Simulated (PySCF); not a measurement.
# CH₆Si (charge +1): geometry relaxation (part 2 of 2)

Continued. System: CH₆Si, charge +1, multiplicity 2. Method: HF/3-21G, UHF (PySCF 2.14.0). The atoms were displaced at random from an optimised geometry. The geometry is that of the parent species in another charge or spin state.

Geometry of the input (Å):
```
C  -0.2142  0.2418  -0.9642
Si 0.1687  -0.2129  0.8715
H  -1.2235  0.0987  -1.1713
H  0.4242  -0.4159  -1.6374
H  0.0941  1.2970  -1.1512
H  -0.6438  0.6235  1.7585
H  1.6111  -0.0414  1.1477
H  -0.2218  -1.6420  1.1196
```

```
Step    6 : Displace = 8.104e-04/1.176e-03 (rms/max) Trust = 3.000e-01 (=) Grad = 3.466e-05/6.493e-05 (rms/max) E (change) = -328.1806607518 (-5.146e-07) Quality = 0.980
Hessian Eigenvalues: 2.29969e-02 3.49961e-02 5.00000e-02 ... 3.08753e-01 3.39402e-01 4.31197e-01
Converged! =D

converged: True
C          -0.21915007        0.28255420       -1.15154482
Si          0.21638056       -0.29385384        1.13866464
H          -1.27802196        0.08496382       -1.16166781
H           0.43428089       -0.43673628       -1.61651805
H           0.10352287        1.30963691       -1.11435439
H          -0.68109830        0.70136914        1.72994726
H           1.65400281       -0.01508568        1.10463140
H          -0.23518081       -1.68412828        1.04409377

WARN: HOMO -0.229725069552674 >= LUMO -0.229725069552674

converged SCF energy = -328.180660751809  <S^2> = 0.75595699  2S+1 = 2.0059481
Final energy -328.18066075180917
Mode                                 0                   1                   2
Irrep
Freq [cm^-1]                      123.3804            306.0620            450.6818
Reduced mass [au]                   1.0080              5.2205              1.0229
Force const [Dyne/A]                0.0090              0.2881              0.1224
Char temp [K]                     177.5169            440.3550            648.4308
Normal mode                   x     y     z       x     y     z       x     y     z
       0   C                -0.00  0.00 -0.00   -0.04  0.05 -0.20    0.02 -0.00 -0.00
       1  Si                 0.00 -0.00  0.00    0.02 -0.03  0.10   -0.02  0.00  0.00
       2   H                 0.08 -0.44 -0.13   -0.04  0.05 -0.19    0.01  0.08 -0.35
       3   H                 0.35  0.31  0.01   -0.04  0.05 -0.19    0.12 -0.06  0.23
       4   H                -0.43  0.13  0.11   -0.04  0.05 -0.19    0.09 -0.03  0.07
       5   H                 0.25  0.22  0.01    0.01 -0.01  0.06    0.15 -0.12  0.47
       6   H                 0.06 -0.32 -0.09    0.01 -0.01  0.06   -0.07  0.16 -0.66
       7   H                -0.31  0.10  0.08    0.01 -0.02  0.06    0.10 -0.05  0.15
Mode                                 3                   4                   5
Irrep
Freq [cm^-1]                      450.9641            537.8631            538.5004
Reduced mass [au]                   1.0230              1.0934              1.0931
Force const [Dyne/A]                0.1226              0.1864              0.1868
Char temp [K]                     648.8370            773.8652            774.7821
Normal mode                   x     y     z       x     y     z       x     y     z
       0   C                 0.00  0.02  0.00   -0.06 -0.03  0.00    0.03 -0.06 -0.02
       1  Si                -0.00 -0.02 -0.00    0.03  0.01 -0.00   -0.01  0.02  0.01
       2   H                -0.01  0.10 -0.08   -0.09  0.17 -0.65    0.02 -0.03  0.17
       3   H                -0.04  0.13 -0.22    0.05 -0.04  0.17   -0.14  0.19 -0.63
       4   H                 0.07 -0.02  0.35    0.11 -0.10  0.47    0.09 -0.09  0.48
       5   H                -0.08  0.18 -0.46   -0.01  0.03 -0.09    0.07 -0.08  0.30
       6   H                -0.03  0.11 -0.17    0.05 -0.08  0.31   -0.01  0.03 -0.08
       7   H                 0.13 -0.11  0.67   -0.04  0.05 -0.23   -0.05  0.05 -0.23
Mode                                 6                   7                   8
Irrep
Freq [cm^-1]                      883.6376            968.2879            968.4861
Reduced mass [au]                   1.0878              1.0560              1.0560
Force const [Dyne/A]                0.5004              0.5833              0.5836
Char temp [K]                    1271.3578           1393.1508           1393.4359
Normal mode                   x     y     z       x     y     z       x     y     z
       0   C                 0.00 -0.00  0.02   -0.00 -0.00  0.00   -0.00  0.00  0.00
       1  Si                 0.01 -0.01  0.05    0.04  0.00 -0.01    0.00 -0.04 -0.01
       2   H                 0.01 -0.00  0.00   -0.00  0.00 -0.02   -0.00  0.00  0.00
       3   H                -0.00  0.00  0.01    0.00 -0.00  0.01    0.00 -0.00  0.01
       4   H                -0.00 -0.01  0.00    0.00 -0.00  0.01   -0.00  0.00 -0.02
       5   H                -0.14  0.17 -0.51   -0.45 -0.44  0.03    0.39  0.28  0.07
       6   H                -0.04  0.15 -0.53    0.00  0.12 -0.06   -0.14  0.74  0.22
       7   H                -0.12  0.08 -0.53   -0.66  0.21  0.21   -0.31  0.07 -0.00
Mode                                 9                  10                  11
Irrep
Freq [cm^-1]                     1229.1289           1523.4059           1523.5963
Reduced mass [au]                   1.2147              1.0986              1.0986
Force const [Dyne/A]                1.0812              1.5022              1.5025
Char temp [K]                    1768.4428           2191.8419           2192.1158
Normal mode                   x     y     z       x     y     z       x     y     z
       0   C                -0.02  0.03 -0.12    0.08  0.01 -0.01   -0.01  0.08  0.02
       1  Si                -0.00  0.00 -0.00   -0.00 -0.00  0.00    0.00 -0.00 -0.00
       2   H                 0.01 -0.14  0.50    0.06  0.10 -0.08    0.14 -0.72 -0.22
       3   H                 0.14 -0.18  0.46   -0.43 -0.46  0.02   -0.39 -0.22 -0.06
       4   H                 0.12 -0.05  0.50   -0.62  0.22  0.21    0.34 -0.03  0.01
       5   H                -0.00  0.00 -0.01    0.00  0.00  0.01   -0.00  0.00 -0.01
       6   H                -0.00  0.00 -0.01   -0.00  0.00 -0.01   -0.00  0.00 -0.00
       7   H                -0.00  0.00 -0.01    0.00 -0.00  0.00    0.00 -0.00  0.01
Mode                                12                  13                  14
Irrep
Freq [cm^-1]                     2376.4955           2431.9606           2432.1267
Reduced mass [au]                   1.0090              1.0577              1.0576
Force const [Dyne/A]                3.3575              3.6856              3.6861
Char temp [K]                    3419.2479           3499.0498           3499.2889
Normal mode                   x     y     z       x     y     z       x     y     z
       0   C                 0.00 -0.00  0.00    0.00  0.00  0.00    0.00 -0.00 -0.00
       1  Si                 0.00 -0.00  0.01   -0.03 -0.03 -0.00   -0.03  0.03  0.01
       2   H                -0.00 -0.00 -0.00   -0.00 -0.00 -0.00   -0.00  0.00 -0.00
       3   H                 0.00 -0.00 -0.00   -0.00 -0.00 -0.00   -0.00  0.00  0.00
       4   H                 0.00  0.00 -0.00   -0.00 -0.00  0.00   -0.00  0.00 -0.00
       5   H                 0.35 -0.39 -0.23   -0.08  0.06  0.04    0.48 -0.54 -0.32
       6   H                -0.56 -0.11  0.02    0.62  0.11 -0.02    0.47  0.10 -0.01
       7   H                 0.18  0.55  0.04    0.22  0.70  0.05   -0.10 -0.28 -0.02
Mode                                15                  16                  17
Irrep
Freq [cm^-1]                     3212.4882           3385.1529           3385.7234
Reduced mass [au]                   1.0116              1.1166              1.1166
Force const [Dyne/A]                6.1507              7.5390              7.5416
Char temp [K]                    4622.0552           4870.4813           4871.3021
Normal mode                   x     y     z       x     y     z       x     y     z
       0   C                 0.00 -0.00  0.02    0.05 -0.07 -0.03    0.08  0.05 -0.00
       1  Si                 0.00 -0.00  0.00    0.00 -0.00 -0.00    0.00  0.00 -0.00
       2   H                -0.56 -0.11  0.00   -0.29 -0.06 -0.01   -0.70 -0.13 -0.01
       3   H                 0.35 -0.39 -0.24   -0.46  0.51  0.33   -0.05  0.07  0.04
       4   H                 0.17  0.55  0.03    0.15  0.44  0.01   -0.18 -0.59 -0.02
       5   H                -0.00  0.00 -0.00   -0.00  0.00 -0.00   -0.00 -0.00 -0.00
       6   H                 0.00  0.00 -0.00   -0.00  0.00  0.00   -0.00 -0.00  0.00
       7   H                -0.00 -0.00 -0.00    0.00  0.00  0.00   -0.00 -0.00 -0.00
temperature 298.1500 [K]
pressure 101325.00 [Pa]
Rotational constants [GHz] 51.31991 7.68148 7.68126
Symmetry number 1
Zero-point energy (ZPE) 0.06089 [Eh]   159868.593 [J/mol]
                           tot       elec      trans        rot        vib
Entropy [J/mol/K]       286.832      5.763    156.534     92.839     31.695
Cv [J/mol/K]             68.130      0.000     12.472     12.472     43.187
Cp [J/mol/K]             76.445      0.000     20.786     12.472     43.187
Internal energy [J/mol]                      3718.434   3718.434 165616.288
Internal energy [Eh]   -328.11475  -328.18066
Enthalpy [J/mol]                             6197.391   3718.434 165616.288
Enthalpy [Eh]          -328.11380
Gibbs free energy [J/mol]                  -40473.350 -23961.565 156166.312
Gibbs free energy [Eh] -328.14638
```

**Trajectory as extended XYZ (Å, eV, eV/Å), 7 frames, from step=0 to step=6**
```
8
Properties=species:S:1:pos:R:3:forces:R:3 step=0 energy=-8928.87100
C    -0.2142    0.2418   -0.9642    1.8677   1.6768  -6.6353
Si    0.1687   -0.2129    0.8715    1.1738  -1.9873   5.3100
H    -1.2235    0.0987   -1.1713   -1.9843  -0.4951   0.5584
H     0.4242   -0.4159   -1.6374   -0.5153   0.2468   1.7066
H     0.0941    1.2970   -1.1512   -0.1295  -0.6535   1.2055
H    -0.6438    0.6235    1.7585   -0.3515   0.5928  -0.5383
H     1.6111   -0.0414    1.1477   -0.0176   0.2561  -0.7211
H    -0.2218   -1.6420    1.1196   -0.0432   0.3634  -0.8858
8
Properties=species:S:1:pos:R:3:forces:R:3 step=1 energy=-8930.02310
C    -0.2112    0.2545   -1.0368   -0.2520   0.5039  -2.0009
Si    0.1983   -0.2510    0.9807    0.2547  -0.5078   2.0618
H    -1.2794    0.0729   -1.1254    0.2658   0.0188   0.1956
H     0.4460   -0.4516   -1.5391   -0.1386   0.0439   0.2206
H     0.1156    1.2918   -1.0518   -0.1176  -0.2083   0.1675
H    -0.6859    0.7036    1.6788    0.0839  -0.0147  -0.2500
H     1.6478   -0.0133    1.0687   -0.0978   0.0657  -0.2000
H    -0.2363   -1.6580    0.9982    0.0017   0.0986  -0.1947
8
Properties=species:S:1:pos:R:3:forces:R:3 step=2 energy=-8930.19427
C    -0.2080    0.2635   -1.0742   -0.2871   0.1211  -0.4808
Si    0.2074   -0.2769    1.0678    0.0701  -0.0999   0.4475
H    -1.2699    0.0705   -1.1013    0.0662   0.0188  -0.0447
H     0.4460   -0.4585   -1.5282    0.0713  -0.0483  -0.1427
H     0.1133    1.2891   -1.0316    0.0329   0.0943  -0.0830
H    -0.6922    0.7231    1.6438   -0.0028  -0.0081   0.1194
H     1.6433    0.0022    1.0319    0.0464  -0.0167   0.0873
H    -0.2450   -1.6642    0.9650    0.0030  -0.0611   0.0971
8
Properties=species:S:1:pos:R:3:forces:R:3 step=3 energy=-8930.24182
C    -0.2141    0.2756   -1.1231   -0.1354   0.0318  -0.1772
Si    0.2102   -0.2859    1.1023    0.0657  -0.0530   0.2530
H    -1.2736    0.0824   -1.1449   -0.0186  -0.0152   0.0018
H     0.4368   -0.4457   -1.5851    0.0591  -0.0189  -0.0495
H     0.1038    1.3025   -1.0844    0.0576   0.0629  -0.0230
H    -0.6806    0.7077    1.7027   -0.0360   0.0188   0.0128
H     1.6477   -0.0105    1.0845    0.0291   0.0043  -0.0119
H    -0.2355   -1.6773    1.0211   -0.0215  -0.0307  -0.0060
8
Properties=species:S:1:pos:R:3:forces:R:3 step=4 energy=-8930.25012
C    -0.2176    0.2804   -1.1431   -0.0061   0.0184  -0.0600
Si    0.2143   -0.2925    1.1310    0.0211  -0.0049   0.0404
H    -1.2767    0.0844   -1.1575   -0.0048  -0.0058   0.0031
H     0.4355   -0.4404   -1.6078   -0.0075   0.0290   0.0071
H     0.1036    1.3087   -1.1054    0.0087  -0.0276  -0.0084
H    -0.6814    0.7051    1.7225    0.0015  -0.0173   0.0016
H     1.6525   -0.0128    1.0969   -0.0129  -0.0076   0.0065
H    -0.2356   -1.6841    1.0366    0.0000   0.0158   0.0098
8
Properties=species:S:1:pos:R:3:forces:R:3 step=5 energy=-8930.25070
C    -0.2190    0.2824   -1.1509   -0.0153   0.0025   0.0027
Si    0.2160   -0.2938    1.1378    0.0058   0.0048   0.0053
H    -1.2779    0.0850   -1.1620    0.0017  -0.0004   0.0018
H     0.4342   -0.4368   -1.6153    0.0096  -0.0087  -0.0078
H     0.1035    1.3092   -1.1135    0.0039   0.0079  -0.0011
H    -0.6807    0.7016    1.7296   -0.0051   0.0007   0.0004
H     1.6534   -0.0150    1.1040    0.0040  -0.0001  -0.0009
H    -0.2349   -1.6839    1.0436   -0.0045  -0.0069  -0.0004
8
Properties=species:S:1:pos:R:3:forces:R:3 step=6 energy=-8930.25072
C    -0.2192    0.2826   -1.1515    0.0021  -0.0016   0.0000
Si    0.2164   -0.2939    1.1387    0.0008  -0.0003  -0.0006
H    -1.2780    0.0850   -1.1617    0.0004  -0.0003   0.0009
H     0.4343   -0.4367   -1.6165   -0.0021   0.0026   0.0005
H     0.1035    1.3096   -1.1144    0.0002  -0.0006  -0.0008
H    -0.6811    0.7014    1.7299   -0.0010  -0.0007  -0.0004
H     1.6540   -0.0151    1.1046   -0.0004  -0.0005  -0.0001
H    -0.2352   -1.6841    1.0441   -0.0001   0.0013   0.0004
```

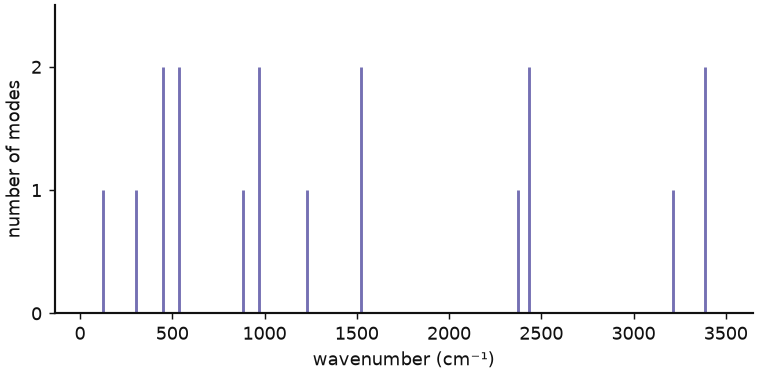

Harmonic vibrational wavenumbers from the force constants; neighbouring modes closer than 15 cm⁻¹ are counted in one stick. 18 modes from 123 to 3386 cm⁻¹, none imaginary.

**Summary**

- outcome: converged
- total energy: −328.180661 hartree
- basis functions: 34
- ⟨S²⟩: 0.756
- zero-point energy: 0.060891 hartree
- wavenumbers, lowest and highest: 123 and 3386 cm⁻¹
- wall time: 7.5 s
- peak memory: 0.14 GiB

The record of the run, not the program, notes: dipole of an ion depends on the origin; symmetry number missed.
